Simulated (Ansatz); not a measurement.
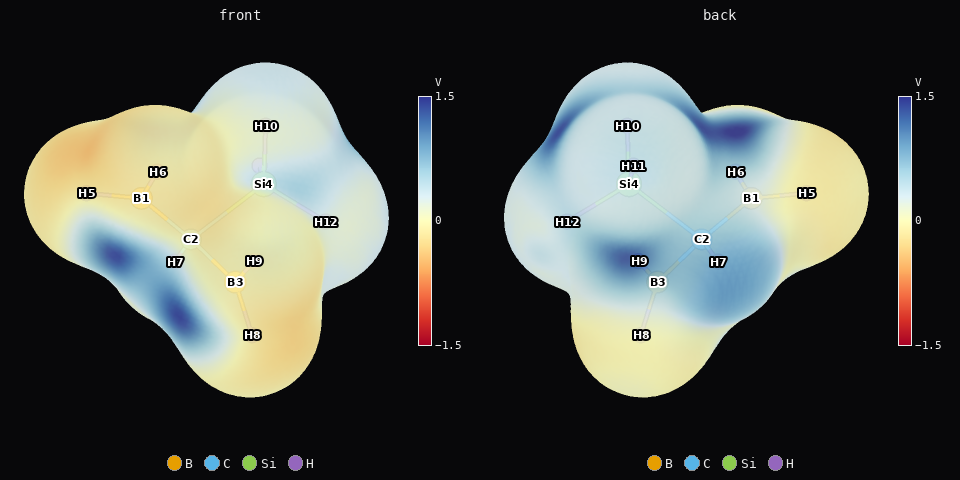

Figure. CH8B2Si (SMILES BC(B)[SiH3]). The molecular electrostatic potential painted on the density surface at 0.002 e/bohr³, seen from the front and from behind; red is negative and blue positive.

Geometry: PBE0-D4/def2-TZVP.

All numbers below come from RKS PBE0-D4/def2-TZVPP in Ansatz.

```xyz
12

B    -1.0706    1.2833   -0.1538
C    -0.6918   -0.1743    0.1170
B     0.1358   -0.3814    1.4014
Si    0.8573   -0.5595   -0.9335
H    -2.1698    1.5707   -0.5327
H    -0.2711    2.1548    0.0332
H    -1.4438   -0.9359   -0.0930
H    -0.0197   -1.3522    2.0824
H     0.9669    0.4272    1.7071
H     1.5570    0.6691   -1.3706
H     0.4204   -1.3707   -2.0951
H     1.8064   -1.3862   -0.1283
```

> Describe the electrostatic potential map.

The most negative region (about −0.4 V) lies over H5, the most positive (about +1.4 V) over B1, B3 and Si4.
